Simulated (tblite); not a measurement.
Run report: C5H12N2SeSi, geometry relaxation (part 2 of 2)

The same run, continued: C5H12N2SeSi; GFN2-xTB geometry optimisation, gas phase (tblite 0.8.0). It belongs to a series of runs on one base structure; here: H on C replaced by NMe2.

Geometry of the input (Å):
```
C  -2.0866  1.5086  0.3031
N  -1.2490  0.4626  -0.2820
C  -2.0478  -0.7489  -0.5166
C  -0.1158  0.1676  0.6253
Si 1.3701  -0.4663  -0.3229
C  2.9005  -0.2439  0.7071
Se 1.5996  0.7396  -2.2593
C  1.1953  -2.2224  -0.7258
N  1.0780  -3.3530  -0.9834
H  -2.9552  1.7290  -0.3664
H  -1.5197  2.4530  0.4053
H  -2.4892  1.2089  1.3043
H  -1.4498  -1.5341  -0.9887
H  -2.8791  -0.5111  -1.2277
H  -2.4949  -1.1348  0.4262
H  0.2335  1.0845  1.1579
H  -0.3921  -0.5712  1.4254
H  3.0363  0.8265  0.9484
H  2.8001  -0.8177  1.6570
H  3.7945  -0.6065  0.1537
H  1.6623  2.0467  -1.4412
```

### Trajectory as extended XYZ, continued
```
21
Properties=species:S:1:pos:R:3:forces:R:3 step=74 energy=-749.10935
C    -2.1554    1.5090    0.3854    0.0390  -0.0210  -0.0080
N    -1.1500    0.6448   -0.2100    0.0240  -0.0510   0.0230
C    -1.7787   -0.5413   -0.7654   -0.0060  -0.0040   0.0060
C    -0.0983    0.3055    0.7370    0.0300  -0.0390   0.0100
Si    1.4421   -0.4018   -0.1734    0.0040  -0.0210   0.0010
C     3.1001   -0.3640    0.7548   -0.0230   0.0090  -0.0040
Se    1.4707    0.8022   -2.1183    0.0310  -0.0430   0.0020
C     1.1200   -2.2285   -0.5001   -0.0130   0.0700   0.0480
N     0.9040   -3.3400   -0.6718    0.0140  -0.0360  -0.0350
H    -2.8440    1.8398   -0.3928    0.0200  -0.0110   0.0430
H    -1.6737    2.3816    0.8240   -0.0100   0.0180  -0.0440
H    -2.7271    0.9919    1.1705   -0.0040   0.0440  -0.0180
H    -1.0344   -1.1653   -1.2574    0.0000   0.0130  -0.0080
H    -2.5191   -0.2432   -1.5061    0.0060   0.0420  -0.0010
H    -2.2818   -1.1456    0.0026    0.0260   0.0010   0.0220
H     0.2053    1.2262    1.2427   -0.0180  -0.0500  -0.0130
H    -0.4489   -0.3915    1.5122   -0.0220   0.0020  -0.0180
H     3.3845    0.6437    1.0421   -0.0220   0.0020  -0.0340
H     3.0739   -0.9753    1.6518   -0.0130  -0.0010  -0.0250
H     3.8745   -0.7588    0.1025    0.0120   0.0270   0.0490
H     0.1272    1.2275   -1.8310   -0.0760   0.0490   0.0010
21
Properties=species:S:1:pos:R:3:forces:R:3 step=89 energy=-749.12503
C    -2.0984    1.5353    0.3684   -0.0070   0.0200   0.0120
N    -1.1405    0.6114   -0.2121   -0.0100   0.0120   0.0370
C    -1.8197   -0.5531   -0.7510    0.0280   0.0070   0.0140
C    -0.1026    0.2346    0.7363   -0.0200  -0.0100   0.0020
Si    1.4506   -0.4211   -0.1868   -0.0310  -0.0320  -0.0110
C     3.0845   -0.3218    0.7756   -0.0110   0.0020   0.0170
Se    1.4599    0.7955   -2.1218   -0.0270  -0.0030  -0.0080
C     1.1457   -2.2469   -0.5318    0.0210  -0.0010  -0.0190
N     0.9438   -3.3537   -0.7491    0.0140   0.0470   0.0100
H    -2.8304    1.8083   -0.3906    0.0030   0.0150   0.0060
H    -1.5852    2.4391    0.6936    0.0260   0.0020  -0.0050
H    -2.6298    1.1035    1.2286   -0.0020   0.0000  -0.0080
H    -1.1092   -1.1718   -1.2963    0.0140  -0.0290  -0.0060
H    -2.5979   -0.2297   -1.4408    0.0320   0.0090  -0.0050
H    -2.2817   -1.1646    0.0365   -0.0020  -0.0110   0.0010
H     0.1803    1.1260    1.3003    0.0190  -0.0090  -0.0390
H    -0.4630   -0.5036    1.4669   -0.0290  -0.0060  -0.0130
H     3.3223    0.7004    1.0512   -0.0170   0.0320  -0.0110
H     3.0419   -0.9143    1.6832    0.0060  -0.0200   0.0230
H     3.9020   -0.6990    0.1694   -0.0070  -0.0070  -0.0160
H     0.1184    1.2424   -1.8299    0.0000  -0.0190   0.0200
21
Properties=species:S:1:pos:R:3:forces:R:3 step=104 energy=-749.13014
C    -2.0728    1.5544    0.3693    0.0000  -0.0030  -0.0070
N    -1.1357    0.6065   -0.2048    0.0010  -0.0030  -0.0150
C    -1.8151   -0.5512   -0.7558   -0.0060  -0.0050   0.0050
C    -0.1058    0.2092    0.7403   -0.0050   0.0040   0.0000
Si    1.4409   -0.4418   -0.1948    0.0030  -0.0070  -0.0110
C     3.0634   -0.3038    0.7791    0.0030   0.0000   0.0020
Se    1.4033    0.7750   -2.1281   -0.0060  -0.0040   0.0060
C     1.1661   -2.2675   -0.5463    0.0070  -0.0140  -0.0050
N     0.9797   -3.3752   -0.7710    0.0090   0.0100   0.0010
H    -2.8037    1.8347   -0.3879    0.0020   0.0100  -0.0010
H    -1.5319    2.4486    0.6765   -0.0090   0.0070   0.0080
H    -2.6067    1.1466    1.2388   -0.0050  -0.0060  -0.0020
H    -1.0972   -1.1715   -1.2924   -0.0190  -0.0070   0.0010
H    -2.5811   -0.2241   -1.4571    0.0180   0.0160   0.0030
H    -2.2878   -1.1664    0.0221   -0.0150   0.0060   0.0060
H     0.1937    1.0914    1.3082    0.0000   0.0140   0.0050
H    -0.4798   -0.5292    1.4623    0.0010  -0.0170   0.0020
H     3.2749    0.7280    1.0425    0.0020   0.0050  -0.0030
H     3.0266   -0.8878    1.6931    0.0110  -0.0020   0.0020
H     3.8904   -0.6707    0.1796    0.0100   0.0010   0.0060
H     0.0699    1.2117   -1.7742    0.0020  -0.0030  -0.0010
21
Properties=species:S:1:pos:R:3:forces:R:3 step=119 energy=-749.13245
C    -2.0590    1.5629    0.3659   -0.0010   0.0000   0.0030
N    -1.1333    0.6012   -0.2040    0.0000  -0.0020   0.0010
C    -1.8398   -0.5418   -0.7512   -0.0010  -0.0050  -0.0020
C    -0.1062    0.1887    0.7385    0.0010  -0.0040   0.0030
Si    1.4478   -0.4548   -0.1968   -0.0010   0.0080   0.0040
C     3.0667   -0.2891    0.7823   -0.0010   0.0050  -0.0040
Se    1.3779    0.7504   -2.1348    0.0090   0.0060   0.0050
C     1.2010   -2.2819   -0.5560    0.0010   0.0000   0.0000
N     1.0354   -3.3889   -0.7985    0.0000  -0.0130   0.0030
H    -2.7759    1.8598   -0.3986    0.0110   0.0180  -0.0010
H    -1.5092    2.4462    0.6883   -0.0050  -0.0010   0.0040
H    -2.6129    1.1550    1.2229    0.0050   0.0060   0.0090
H    -1.1354   -1.1971   -1.2624   -0.0010  -0.0130   0.0090
H    -2.5764   -0.1953   -1.4743    0.0040   0.0000  -0.0070
H    -2.3549   -1.1222    0.0266    0.0020  -0.0080  -0.0020
H     0.1951    1.0636    1.3173   -0.0060  -0.0030   0.0030
H    -0.4822   -0.5585    1.4502   -0.0070  -0.0030  -0.0020
H     3.2602    0.7488    1.0365    0.0040   0.0010   0.0030
H     3.0380   -0.8652    1.7020   -0.0070   0.0040  -0.0070
H     3.9038   -0.6472    0.1912   -0.0070   0.0000  -0.0060
H     0.0503    1.1822   -1.7456    0.0000   0.0040  -0.0160
21
Properties=species:S:1:pos:R:3:forces:R:3 step=134 energy=-749.13372
C    -2.0442    1.5716    0.3663    0.0000   0.0000  -0.0010
N    -1.1364    0.5917   -0.2014    0.0050   0.0020  -0.0020
C    -1.8588   -0.5432   -0.7447    0.0020   0.0010   0.0020
C    -0.1148    0.1657    0.7414    0.0010  -0.0020  -0.0010
Si    1.4456   -0.4571   -0.1972   -0.0050   0.0010  -0.0020
C     3.0629   -0.2741    0.7804   -0.0020   0.0000  -0.0020
Se    1.3837    0.7544   -2.1319   -0.0030   0.0000   0.0020
C     1.2245   -2.2870   -0.5630   -0.0040   0.0000   0.0000
N     1.0763   -3.3963   -0.8067    0.0000   0.0050   0.0040
H    -2.7490    1.8899   -0.4008    0.0020  -0.0030  -0.0040
H    -1.4761    2.4409    0.6945   -0.0010   0.0020   0.0020
H    -2.6111    1.1748    1.2200   -0.0020   0.0010   0.0020
H    -1.1591   -1.2236   -1.2293   -0.0030   0.0010   0.0010
H    -2.5724   -0.1918   -1.4885    0.0040  -0.0010   0.0020
H    -2.4020   -1.0996    0.0319   -0.0020  -0.0020  -0.0040
H     0.1815    1.0304    1.3376   -0.0020  -0.0040   0.0000
H    -0.4948   -0.5939    1.4375    0.0020  -0.0020  -0.0010
H     3.2497    0.7661    1.0303    0.0020  -0.0010   0.0000
H     3.0377   -0.8466    1.7022    0.0020   0.0010  -0.0010
H     3.9012   -0.6294    0.1893    0.0010   0.0010   0.0000
H     0.0467    1.1739   -1.7683    0.0020   0.0000   0.0020
```

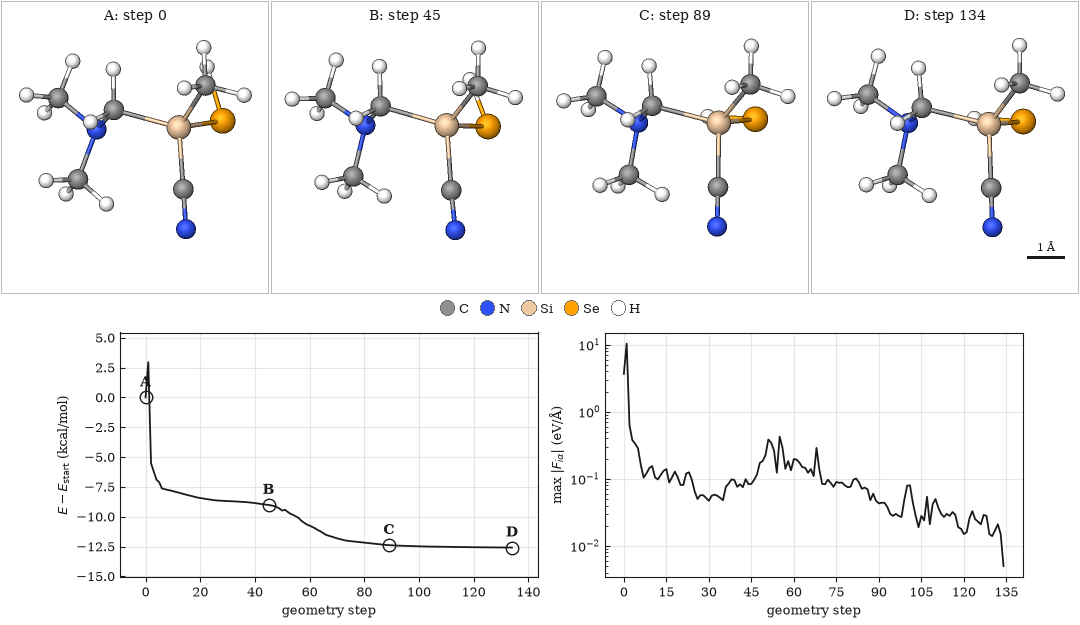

Fig. 1: Frames of the relaxation (ball-and-stick view, seen at an oblique angle) above the curves, on which the letters mark them (steps are counted from 0).

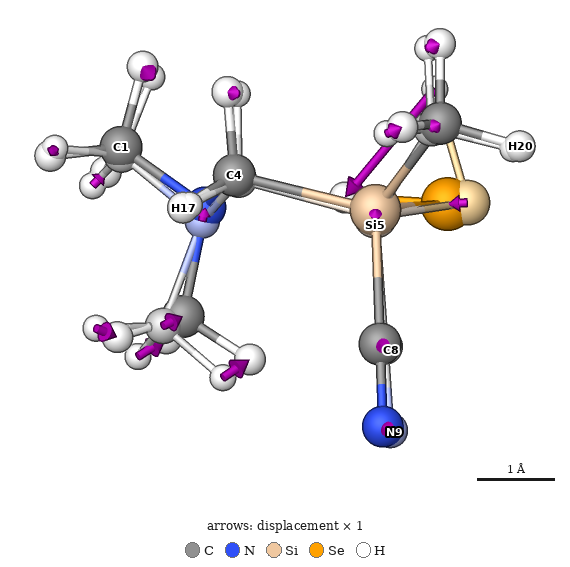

Fig. 2: Start (faint) and end (solid) with the displacements as pink arrows, at true length (ball-and-stick view, seen at an oblique angle). The two geometries are laid on each other by the best rigid fit. The largest move after the best rigid fit is that of H21, 1.89 Å. By element the largest moves are H 1.89 Å, C 0.34 Å, Se 0.26 Å, N 0.19 Å, Si 0.14 Å. Among the contacts that change: Se7–H21 1.543 → 1.448 Å, Si5–C8 1.810 → 1.879 Å, C4–Si5 1.873 → 1.924 Å, Si5–C6 1.858 → 1.899 Å. Among the angles that change: C4–Si5–Se7 109.2° → 102.7°, C6–Si5–Se7 108.8° → 114.1°, C4–Si5–C6 109.4° → 114.1°. Over 134 geometry steps the energy falls by 12.6 kcal/mol. The largest force component goes from 3.7 to 0.005 eV/Å. (Atoms are counted from 1 in the order of the input.)
